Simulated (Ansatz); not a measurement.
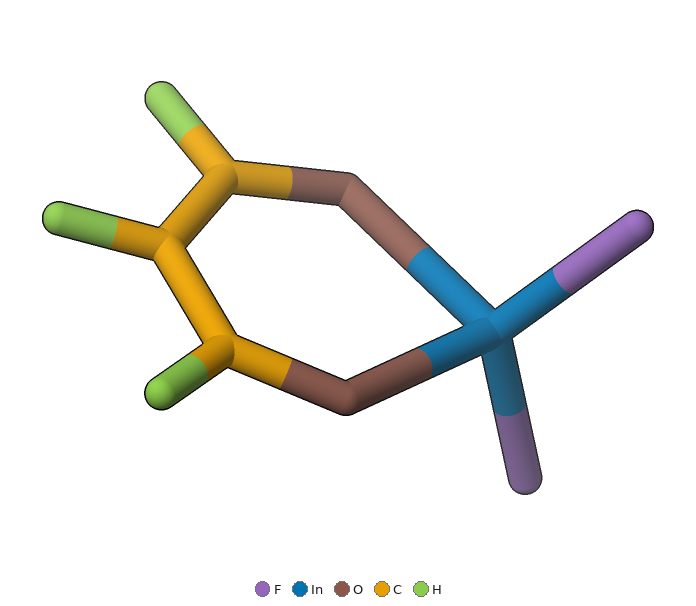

The computed structure is the end point of a PBE-D4/def2-SVP optimisation. No frequency run is at hand to confirm it as a minimum.

Give the structural formula.

SMILES: [F][In-]1([F])[O]C=CC=[O+]1

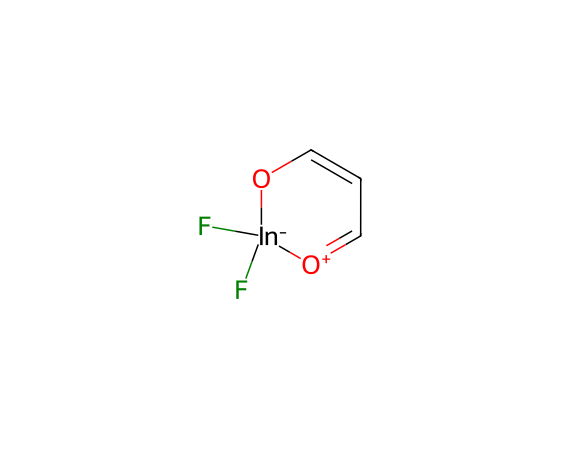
